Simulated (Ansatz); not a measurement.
AlH9Si3 (SMILES [SiH3][Al]([SiH3])[SiH3])

Input

```
crystal:
  periodic: [false, false, false]
  atoms:
    - {symbol: Si, position_ang: [-0.719992, 2.076316, -1.109201]}
    - {symbol: Al, position_ang: [-0.033057, -0.025777, -0.033155]}
    - {symbol: Si, position_ang: [1.705417, 0.097625, 1.703220]}
    - {symbol: Si, position_ang: [-1.010434, -2.203548, -0.619669]}
    - {symbol: H, position_ang: [-1.771008, 1.901401, -2.150710]}
    - {symbol: H, position_ang: [-1.248531, 3.029950, -0.090007]}
    - {symbol: H, position_ang: [0.452407, 2.734975, -1.756467]}
    - {symbol: H, position_ang: [2.069589, -1.226384, 2.281841]}
    - {symbol: H, position_ang: [2.951462, 0.706365, 1.151693]}
    - {symbol: H, position_ang: [1.253787, 0.970609, 2.826492]}
    - {symbol: H, position_ang: [0.056433, -3.136022, -1.088636]}
    - {symbol: H, position_ang: [-1.635762, -2.826572, 0.583873]}
    - {symbol: H, position_ang: [-2.050109, -2.133539, -1.684471]}
basis:
  gaussian: {orbitals: def2-TZVPP}
hamiltonian: {xc: pbe0, dispersion: d4}
output: {orbitals: {seedname: orbitals}}
```

Command:

```sh
ansatz run in.yaml --threads 4 --pin off --events-out ev --progress --plain --max-ram 10444MiB
```

Geometry: PBE0-D4/def2-TZVP.

Level of theory: RKS PBE0-D4/def2-TZVPP (Ansatz).

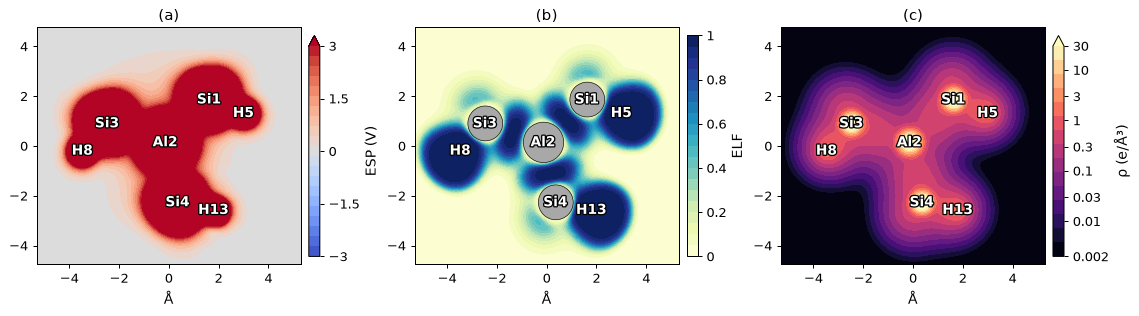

Figure 1. (a) electrostatic potential; (b) electron localisation function; (c) electron density on the plane of atoms Si3, Al2 and Si4. Grey discs cover the atomic cores in the ELF map.

Question: Read the bonding off the picture.

Answer:
- Atoms in the plane: Si, Al and H.
- Al–Si (2.46 Å): ρ is about 0.49 e/Å³ halfway; the ELF peaks at about 1 between the atoms: a covalent bond.
- Si–H (1.49 Å): ρ is about 0.79 e/Å³ halfway; the ELF climbs to about 1 towards the hydrogen, as it does in any bond to H.
- The potential has no marked negative region in this plane.

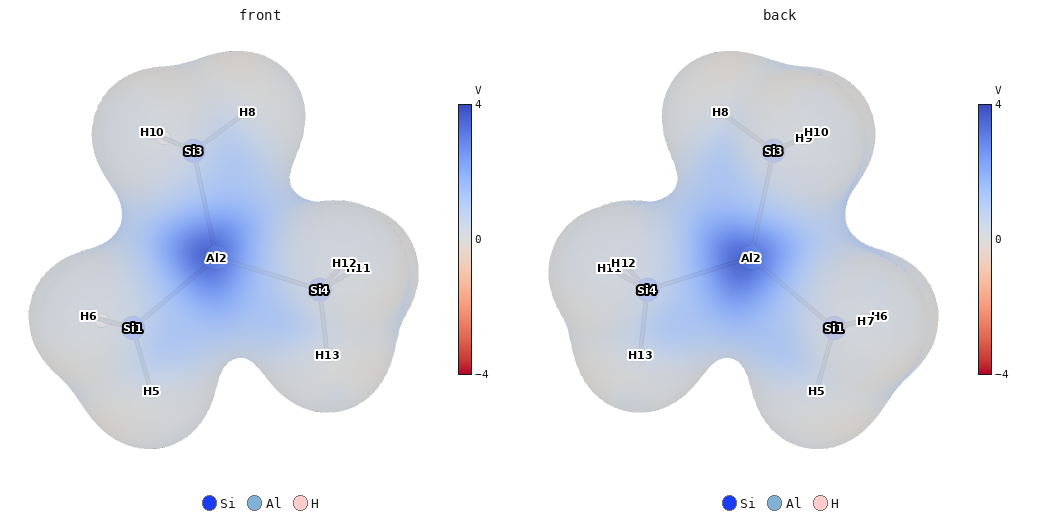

Figure 2. The molecular electrostatic potential painted on the density surface at 0.002 e/bohr³, seen from the front and from behind; the colour scale runs from red (negative) to blue (positive).

Question: Which sites attract a positive test charge, and which a negative one?

Answer: A positive charge is drawn to the negative regions and a negative charge to the positive ones. The most negative region (about −0.1 V) lies over the H atoms, the most positive (about +3.3 V) over Al2.

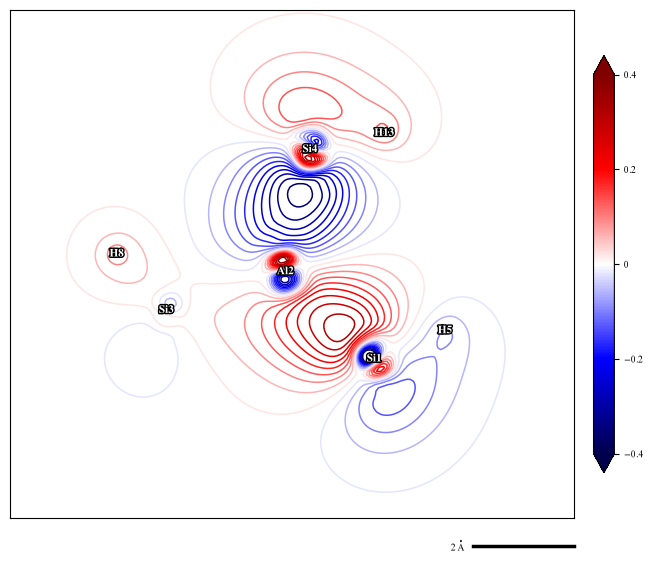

Figure 3. The HOMO−1 on the plane of atoms Si1, Al2 and Si4 (values in Å⁻³ᐟ²; the overall sign is arbitrary).

Question: Where does this orbital lie, and at what energy?

Answer: Its weight (Hirshfeld) is mainly on Si4 (about 30 %), Al2 (about 25 %) and Si1 (about 25 %). Its energy is −7.32 eV.
